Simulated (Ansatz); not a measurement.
# GeHSe (doublet): PBE, BLYP, r2SCAN, B97M-V, PBE0, B3LYP, wB97M-V, B2PLYP over vertical spin and charge gaps, def2-QZVPP, part 2 of 2

Ansatz 0.2.0, Gaussian basis; def2-QZVPP, all electrons in the functionals, frozen cores in the correlation of double hybrids and RPA. Earlier steps stand in the parts before.

## 16. PBE0, charge 1, singlet

in.yaml reads:

```yaml
crystal:
  periodic: [false, false, false]
  atoms:
    - {symbol: Ge, position_ang: [0.000000, -0.451431, 1.639402]}
    - {symbol: Se, position_ang: [0.000000, -0.501937, -0.696081]}
    - {symbol: H, position_ang: [0.000000, 0.953367, -0.943321]}
basis:
  gaussian: {orbitals: "def2-QZVPP.json"}
total_charge: 1
hamiltonian: {xc: {name: PBE0}}
output: {orbitals: {seedname: orbitals}}
```

Command:

```bash
$ ansatz run in.yaml --threads 1 --pin off --events-out ev --progress --plain --max-ram 2393MiB
```

Output:

```text
Functional definition: PBE0
  name "PBE0"
  cite "Adamo & Barone, J. Chem. Phys. 110, 6158 (1999) doi:10.1063/1.478522"
  cite "Perdew, Burke & Ernzerhof, Phys. Rev. Lett. 77, 3865 (1996) doi:10.1103/PhysRevLett.77.3865"
  parent pbe
  parameter a = 0.25
  parameter kappa = 0.804
  parameter beta = 0.06672455060314922
  exchange = (1 - a)*pbe_x(kappa = kappa, mu = beta*pi^2/3) + a*exact_x
  correlation = pbe_c(beta = beta)
1172 factors; their error is unknown
mean field evaluation 1: about -121859.7161 eV, gradient 3.5e1 eV
mean field evaluation 2: about -121828.4260 eV, gradient 1.0e2 eV
mean field evaluation 4: about -121863.6911 eV, gradient 7.1e0 eV
mean field evaluation 8: about -121863.8041 eV, gradient 1.6e-1 eV
mean field evaluation 16: about -121864.1481 eV, gradient 7.5e-5 eV
mean field -121864.14813010 eV, -4478.4248412948 hartree, gradient 7.5e-5 eV, S^2 0.000000; 0 other end points of the search recorded, 0 dependent functions left out
reference -121864.14815648 eV, -4478.4248422642 hartree; 33, 33 occupied and 175, 175 virtual orbitals, 1172 factors
Total energy: -121864.14815648 eV, -4478.4248422642 hartree
```

Run time: 6.5 s. Hardware: 1 thread of Arm Neoverse V2, shared host; peak memory 0.47 GiB.

From charge 0, doublet: +172.0 kcal/mol.

## 17. B3LYP, charge 0, doublet

Edit in.yaml of step 16 so:

```diff
@@ -8,4 +8,3 @@
   gaussian: {orbitals: "def2-QZVPP.json"}
-total_charge: 1
-hamiltonian: {xc: {name: PBE0}}
-output: {orbitals: {seedname: orbitals}}
+magnetization: {spin_polarized: true, initial_magnetization: 1}
+hamiltonian: {xc: {name: B3LYP}}
```

Same command.

Output (excerpt; [...] marks lines left out):

```text
Functional definition: B3LYP
  name "B3LYP"
  cite "Stephens, Devlin, Chabalowski & Frisch, J. Phys. Chem. 98, 11623 (1994) doi:10.1021/j100096a001"
  cite "Becke, Phys. Rev. A 38, 3098 (1988) doi:10.1103/PhysRevA.38.3098"
  cite "Lee, Yang & Parr, Phys. Rev. B 37, 785 (1988) doi:10.1103/PhysRevB.37.785"
  cite "Vosko, Wilk & Nusair, Can. J. Phys. 58, 1200 (1980) doi:10.1139/p80-159"
[...]
1165 factors; their error is unknown
[...]
mean field -121888.86024211 eV, -4479.3329946607 hartree, gradient 2.0e-5 eV, S^2 0.753949; 1 other end points of the search recorded, 0 dependent functions left out
reference -121888.86043879 eV, -4479.3330018884 hartree; 34, 33 occupied and 174, 175 virtual orbitals, 1165 factors
Total energy: -121888.86043879 eV, -4479.3330018884 hartree
```

Run time: 15 s. Hardware: 1 thread of Arm Neoverse V2, shared host; peak memory 0.59 GiB.

From the report: ⟨S²⟩ of the determinant 0.754 (pure doublet: 0.75).

## 18. B3LYP, charge 0, quartet

Edit in.yaml of step 17 so:

```diff
@@ -8,3 +8,3 @@
   gaussian: {orbitals: "def2-QZVPP.json"}
-magnetization: {spin_polarized: true, initial_magnetization: 1}
+magnetization: {spin_polarized: true, initial_magnetization: 3}
 hamiltonian: {xc: {name: B3LYP}}
```

Launched as before.

Output (excerpt; [...] marks lines left out):

```text
Functional definition: B3LYP
  name "B3LYP"
  cite "Stephens, Devlin, Chabalowski & Frisch, J. Phys. Chem. 98, 11623 (1994) doi:10.1021/j100096a001"
  cite "Becke, Phys. Rev. A 38, 3098 (1988) doi:10.1103/PhysRevA.38.3098"
  cite "Lee, Yang & Parr, Phys. Rev. B 37, 785 (1988) doi:10.1103/PhysRevB.37.785"
  cite "Vosko, Wilk & Nusair, Can. J. Phys. 58, 1200 (1980) doi:10.1139/p80-159"
[...]
1165 factors; their error is unknown
[...]
mean field -121885.93566587 eV, -4479.2255184663 hartree, gradient 8.8e-6 eV, S^2 3.754156; 4 other end points of the search recorded, 0 dependent functions left out
reference -121885.93586473 eV, -4479.2255257743 hartree; 35, 32 occupied and 173, 176 virtual orbitals, 1165 factors
Total energy: -121885.93586473 eV, -4479.2255257743 hartree
```

Run time: 57 s. Hardware: 1 thread of Arm Neoverse V2, shared host; peak memory 0.96 GiB.

From the report: ⟨S²⟩ of the determinant 3.754 (pure quartet: 3.75).

From charge 0, doublet: +67.4 kcal/mol.

## 19. B3LYP, charge 1, singlet

Edit in.yaml of step 18 so:

```diff
@@ -8,3 +8,3 @@
   gaussian: {orbitals: "def2-QZVPP.json"}
-magnetization: {spin_polarized: true, initial_magnetization: 3}
+total_charge: 1
 hamiltonian: {xc: {name: B3LYP}}
```

Launched as before.

Output (excerpt; [...] marks lines left out):

```text
Functional definition: B3LYP
  name "B3LYP"
  cite "Stephens, Devlin, Chabalowski & Frisch, J. Phys. Chem. 98, 11623 (1994) doi:10.1021/j100096a001"
  cite "Becke, Phys. Rev. A 38, 3098 (1988) doi:10.1103/PhysRevA.38.3098"
  cite "Lee, Yang & Parr, Phys. Rev. B 37, 785 (1988) doi:10.1103/PhysRevB.37.785"
  cite "Vosko, Wilk & Nusair, Can. J. Phys. 58, 1200 (1980) doi:10.1139/p80-159"
[...]
1165 factors; their error is unknown
[...]
mean field -121881.45548330 eV, -4479.0608747935 hartree, gradient 2.5e-5 eV, S^2 0.000000; 0 other end points of the search recorded, 0 dependent functions left out
reference -121881.45568566 eV, -4479.0608822301 hartree; 33, 33 occupied and 175, 175 virtual orbitals, 1165 factors
Total energy: -121881.45568566 eV, -4479.0608822301 hartree
```

Wall time 6 s (1 thread of Arm Neoverse V2, shared host); peak memory 0.37 GiB.

From charge 0, doublet: +170.8 kcal/mol.

## 20. wB97M-V, charge 0, doublet

Edit in.yaml of step 19 so:

```diff
@@ -8,3 +8,4 @@
   gaussian: {orbitals: "def2-QZVPP.json"}
-total_charge: 1
-hamiltonian: {xc: {name: B3LYP}}
+magnetization: {spin_polarized: true, initial_magnetization: 1}
+hamiltonian: {xc: {name: wB97M-V}}
+output: {orbitals: {seedname: orbitals}}
```

Same command.

Output (excerpt; [...] marks lines left out):

```text
Functional definition: wB97M-V
  name "wB97M-V"
  cite "Mardirossian & Head-Gordon, J. Chem. Phys. 144, 214110 (2016) doi:10.1063/1.4952647"
  cite "Becke, J. Chem. Phys. 107, 8554 (1997) doi:10.1063/1.475007"
  cite "Vydrov & Van Voorhis, J. Chem. Phys. 133, 244103 (2010) doi:10.1063/1.3521275"
  # Of w^i u^j: cxij and so on, Table III.
[...]
  gx(w, u) = 1 - cx + cx01*u + cx10*w
  gss(w, u) = css00 + css04*u^4 + css10*w + css20*w^2 + css43*w^4*u^3
  gos(w, u) = cos00 + cos10*w + (cos20 + cos21*u)*w^2 + (cos60 + cos61*u)*w^6
[...]
      + integral(e_c_pw_mod_opposite_spin*gos(b97_w_opposite, b97_u_opposite)) + vv10(b, c)
1135 factors; their error is unknown
177 factors; integrals over basis functions are off by at most 4.5e-5 eV
[...]
mean field -121879.53127348 eV, -4478.9901613871 hartree, gradient 1.0e-5 eV, S^2 0.753810; 1 other end points of the search recorded, 0 dependent functions left out
reference -121879.53130973 eV, -4478.9901627191 hartree; 34, 33 occupied and 174, 175 virtual orbitals, 1135 factors
Total energy: -121879.53130973 eV, -4478.9901627191 hartree
```

Wall time 1.8 min (1 thread of Arm Neoverse V2, shared host); peak memory 0.79 GiB.

From the report: ⟨S²⟩ of the determinant 0.754 (pure doublet: 0.75).

## 21. wB97M-V, charge 0, quartet

Edit in.yaml of step 20 so:

```diff
@@ -8,3 +8,3 @@
   gaussian: {orbitals: "def2-QZVPP.json"}
-magnetization: {spin_polarized: true, initial_magnetization: 1}
+magnetization: {spin_polarized: true, initial_magnetization: 3}
 hamiltonian: {xc: {name: wB97M-V}}
```

Launched as before.

Output (excerpt; [...] marks lines left out):

```text
Functional definition: wB97M-V
  name "wB97M-V"
  cite "Mardirossian & Head-Gordon, J. Chem. Phys. 144, 214110 (2016) doi:10.1063/1.4952647"
  cite "Becke, J. Chem. Phys. 107, 8554 (1997) doi:10.1063/1.475007"
  cite "Vydrov & Van Voorhis, J. Chem. Phys. 133, 244103 (2010) doi:10.1063/1.3521275"
  # Of w^i u^j: cxij and so on, Table III.
[...]
  gx(w, u) = 1 - cx + cx01*u + cx10*w
  gss(w, u) = css00 + css04*u^4 + css10*w + css20*w^2 + css43*w^4*u^3
  gos(w, u) = cos00 + cos10*w + (cos20 + cos21*u)*w^2 + (cos60 + cos61*u)*w^6
[...]
      + integral(e_c_pw_mod_opposite_spin*gos(b97_w_opposite, b97_u_opposite)) + vv10(b, c)
1135 factors; their error is unknown
177 factors; integrals over basis functions are off by at most 4.5e-5 eV
[...]
mean field -121876.71071355 eV, -4478.8865077213 hartree, gradient 2.4e-5 eV, S^2 3.757979; 1 other end points of the search recorded, 0 dependent functions left out
reference -121876.71074885 eV, -4478.8865090187 hartree; 35, 32 occupied and 173, 176 virtual orbitals, 1135 factors
Total energy: -121876.71074885 eV, -4478.8865090187 hartree
```

It took 2 min on 1 thread of Arm Neoverse V2, shared host; peak memory 0.82 GiB.

From the report: ⟨S²⟩ of the determinant 3.758 (pure quartet: 3.75).

From charge 0, doublet: +65.0 kcal/mol.

## 22. wB97M-V, charge 1, singlet

Edit in.yaml of step 21 so:

```diff
@@ -8,3 +8,3 @@
   gaussian: {orbitals: "def2-QZVPP.json"}
-magnetization: {spin_polarized: true, initial_magnetization: 3}
+total_charge: 1
 hamiltonian: {xc: {name: wB97M-V}}
```

The command is unchanged.

Output (excerpt; [...] marks lines left out):

```text
Functional definition: wB97M-V
  name "wB97M-V"
  cite "Mardirossian & Head-Gordon, J. Chem. Phys. 144, 214110 (2016) doi:10.1063/1.4952647"
  cite "Becke, J. Chem. Phys. 107, 8554 (1997) doi:10.1063/1.475007"
  cite "Vydrov & Van Voorhis, J. Chem. Phys. 133, 244103 (2010) doi:10.1063/1.3521275"
  # Of w^i u^j: cxij and so on, Table III.
[...]
  gx(w, u) = 1 - cx + cx01*u + cx10*w
  gss(w, u) = css00 + css04*u^4 + css10*w + css20*w^2 + css43*w^4*u^3
  gos(w, u) = cos00 + cos10*w + (cos20 + cos21*u)*w^2 + (cos60 + cos61*u)*w^6
[...]
      + integral(e_c_pw_mod_opposite_spin*gos(b97_w_opposite, b97_u_opposite)) + vv10(b, c)
1135 factors; their error is unknown
177 factors; integrals over basis functions are off by at most 4.5e-5 eV
[...]
mean field -121872.15767842 eV, -4478.7191867664 hartree, gradient 7.5e-5 eV, S^2 0.000000; 0 other end points of the search recorded, 0 dependent functions left out
reference -121872.15772022 eV, -4478.7191883026 hartree; 33, 33 occupied and 175, 175 virtual orbitals, 1135 factors
Total energy: -121872.15772022 eV, -4478.7191883026 hartree
```

Run time: 17 s. Hardware: 1 thread of Arm Neoverse V2, shared host; peak memory 0.57 GiB.

From charge 0, doublet: +170.0 kcal/mol.

## 23. B2PLYP, charge 0, doublet

Edit in.yaml of step 22 so:

```diff
@@ -8,4 +8,4 @@
   gaussian: {orbitals: "def2-QZVPP.json"}
-total_charge: 1
-hamiltonian: {xc: {name: wB97M-V}}
-output: {orbitals: {seedname: orbitals}}
+magnetization: {spin_polarized: true, initial_magnetization: 1}
+hamiltonian: {xc: {name: B2PLYP}}
+correlation: {electrons: outside_noble_gas}
```

Launched as before.

Output (excerpt; [...] marks lines left out):

```text
Functional definition: B2PLYP
  name "B2PLYP"
  cite "Grimme, J. Chem. Phys. 124, 034108 (2006) doi:10.1063/1.2148954"
  cite "Becke, Phys. Rev. A 38, 3098 (1988) doi:10.1103/PhysRevA.38.3098"
  cite "Lee, Yang & Parr, Phys. Rev. B 37, 785 (1988) doi:10.1103/PhysRevB.37.785"
[...]
1379 factors; integrals over basis functions are off by at most 1.2e-3 eV
[...]
mean field -121861.74522125 eV, -4478.3365360233 hartree, gradient 6.6e-6 eV, S^2 0.757347; 2 other end points of the search recorded, 0 dependent functions left out
28 core orbitals not correlated: weight in the atoms' cores, before any rotation towards them, 0.999 or more for the frozen orbitals, at most 0.000 for the correlated occupied ones
reference -121861.74534567 eV, -4478.3365405956 hartree; 6, 5 occupied and 174, 175 virtual orbitals, 1379 factors
second order -8.35207619 eV of doubles, -0.00000000 eV of singles
Total energy: -121864.00040624 eV, -4478.4194125431 hartree
```

It took 30 s on 1 thread of Arm Neoverse V2, shared host; peak memory 0.67 GiB.

From the report: ⟨S²⟩ of the determinant 0.757 (pure doublet: 0.75).

## 24. B2PLYP, charge 0, quartet

Edit in.yaml of step 23 so:

```diff
@@ -8,3 +8,3 @@
   gaussian: {orbitals: "def2-QZVPP.json"}
-magnetization: {spin_polarized: true, initial_magnetization: 1}
+magnetization: {spin_polarized: true, initial_magnetization: 3}
 hamiltonian: {xc: {name: B2PLYP}}
```

The command is unchanged.

Output (excerpt; [...] marks lines left out):

```text
Functional definition: B2PLYP
  name "B2PLYP"
  cite "Grimme, J. Chem. Phys. 124, 034108 (2006) doi:10.1063/1.2148954"
  cite "Becke, Phys. Rev. A 38, 3098 (1988) doi:10.1103/PhysRevA.38.3098"
  cite "Lee, Yang & Parr, Phys. Rev. B 37, 785 (1988) doi:10.1103/PhysRevB.37.785"
[...]
1379 factors; integrals over basis functions are off by at most 1.2e-3 eV
[...]
mean field -121859.10259251 eV, -4478.2394212082 hartree, gradient 3.6e-6 eV, S^2 3.760344; 2 other end points of the search recorded, 0 dependent functions left out
28 core orbitals not correlated: weight in the atoms' cores, before any rotation towards them, 0.999 or more for the frozen orbitals, at most 0.001 for the correlated occupied ones
reference -121859.10271842 eV, -4478.2394258355 hartree; 7, 4 occupied and 173, 176 virtual orbitals, 1379 factors
second order -7.61783817 eV of doubles, -0.00000000 eV of singles
Total energy: -121861.15953473 eV, -4478.3150124406 hartree
```

It took 30 s on 1 thread of Arm Neoverse V2, shared host; peak memory 0.67 GiB.

From the report: ⟨S²⟩ of the determinant 3.760 (pure quartet: 3.75).

From charge 0, doublet: +65.5 kcal/mol.

## 25. B2PLYP, charge 1, singlet

Edit in.yaml of step 24 so:

```diff
@@ -8,3 +8,3 @@
   gaussian: {orbitals: "def2-QZVPP.json"}
-magnetization: {spin_polarized: true, initial_magnetization: 3}
+total_charge: 1
 hamiltonian: {xc: {name: B2PLYP}}
```

Same command.

Output (excerpt; [...] marks lines left out):

```text
Functional definition: B2PLYP
  name "B2PLYP"
  cite "Grimme, J. Chem. Phys. 124, 034108 (2006) doi:10.1063/1.2148954"
  cite "Becke, Phys. Rev. A 38, 3098 (1988) doi:10.1103/PhysRevA.38.3098"
  cite "Lee, Yang & Parr, Phys. Rev. B 37, 785 (1988) doi:10.1103/PhysRevB.37.785"
[...]
1379 factors; integrals over basis functions are off by at most 1.2e-3 eV
[...]
mean field -121854.48061759 eV, -4478.0695667628 hartree, gradient 2.0e-6 eV, S^2 0.000000; 0 other end points of the search recorded, 0 dependent functions left out
28 core orbitals not correlated: weight in the atoms' cores, before any rotation towards them, 0.999 or more for the frozen orbitals, at most 0.000 for the correlated occupied ones
reference -121854.48074537 eV, -4478.0695714586 hartree; 5, 5 occupied and 175, 175 virtual orbitals, 1379 factors
second order -8.17475881 eV of doubles, -0.00000000 eV of singles
Total energy: -121856.68793024 eV, -4478.1506840068 hartree
```

Run time: 15 s. Hardware: 1 thread of Arm Neoverse V2, shared host; peak memory 0.52 GiB.

From charge 0, doublet: +168.6 kcal/mol.

## 26. Against the wave-function levels

No level is safe as a reference over these points; RCCSD(T) serves as a yardstick only. It and the other wave-function rows come from earlier runs at the same points. Energies in kcal/mol, counted from charge 0, doublet; blanks weren't run or aren't comparable.

| level | doublet to quartet | ionisation to the singlet cation | ionisation to the triplet cation |
| --- | --- | --- | --- |
| RCCSD(T) | 61.3 | 169.3 |  |
| PBE | 65.3 | 169.1 |  |
| BLYP | 69.4 | 164.9 |  |
| r2SCAN | 62.2 | 174.0 |  |
| B97M-V | 65.8 | 169.2 |  |
| PBE0 | 62.5 | 172.0 |  |
| B3LYP | 67.4 | 170.8 |  |
| wB97M-V | 65.0 | 170.0 |  |
| B2PLYP | 65.5 | 168.6 |  |
| RHF | 45.7 | 161.0 |  |
| UHF | 45.5 | 163.7 | 198.7 |
| RMP2 | 61.0 | 168.9 |  |
| RCCSD | 60.4 | 169.3 |  |

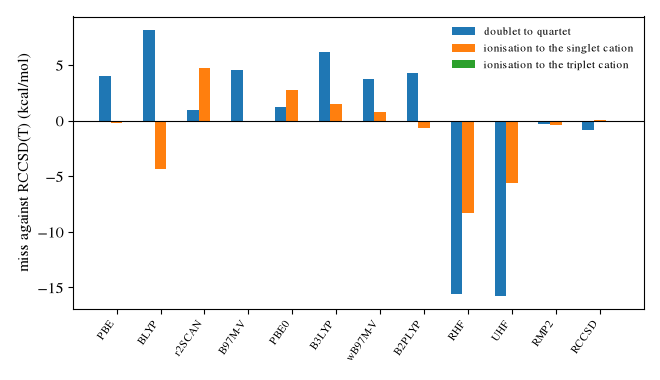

Misses of the gaps against RCCSD(T).

Largest miss and mean time a point (RCCSD(T) took 15 min a point; shared hosts):

| level | largest miss (kcal/mol) | where | time a point |
| --- | --- | --- | --- |
| PBE | +4.0 | doublet to quartet | 12 s |
| BLYP | +8.2 | doublet to quartet | 14 s |
| r2SCAN | +4.7 | ionisation to the singlet cation | 25 s |
| B97M-V | +4.6 | doublet to quartet | 58 s |
| PBE0 | +2.7 | ionisation to the singlet cation | 13 s |
| B3LYP | +6.2 | doublet to quartet | 26 s |
| wB97M-V | +3.8 | doublet to quartet | 80 s |
| B2PLYP | +4.2 | doublet to quartet | 25 s |
| RHF | -15.6 | doublet to quartet |  |
| UHF | -15.7 | doublet to quartet |  |
| RMP2 | -0.4 | ionisation to the singlet cation |  |
| RCCSD | -0.8 | doublet to quartet |  |

## 27. What came out

This closing draws on all 2 parts.

| quantity | value |
| --- | --- |
| doublet to quartet, RCCSD(T) | 61.3 kcal/mol |
| ionisation to the singlet cation, RCCSD(T) | 169.3 kcal/mol |
| largest miss, PBE | +4.0 kcal/mol (doublet to quartet) |
| largest miss, BLYP | +8.2 kcal/mol (doublet to quartet) |
| largest miss, r2SCAN | +4.7 kcal/mol (ionisation to the singlet cation) |
| largest miss, B97M-V | +4.6 kcal/mol (doublet to quartet) |
| largest miss, PBE0 | +2.7 kcal/mol (ionisation to the singlet cation) |
| largest miss, B3LYP | +6.2 kcal/mol (doublet to quartet) |
| largest miss, wB97M-V | +3.8 kcal/mol (doublet to quartet) |
| largest miss, B2PLYP | +4.2 kcal/mol (doublet to quartet) |

**Reading.** Misses are known at 2 of 3 points at best, and only functionals with that many are ranked. Of the functionals, PBE0 keep the smallest largest miss at the points compared (at most 2.7 kcal/mol) and BLYP strays most (8.2 kcal/mol, at doublet to quartet). Functionals and the yardstick converge differently with the basis, so part of each miss in def2-QZVPP is the basis. The yardstick itself may be off where one determinant is a poor start.
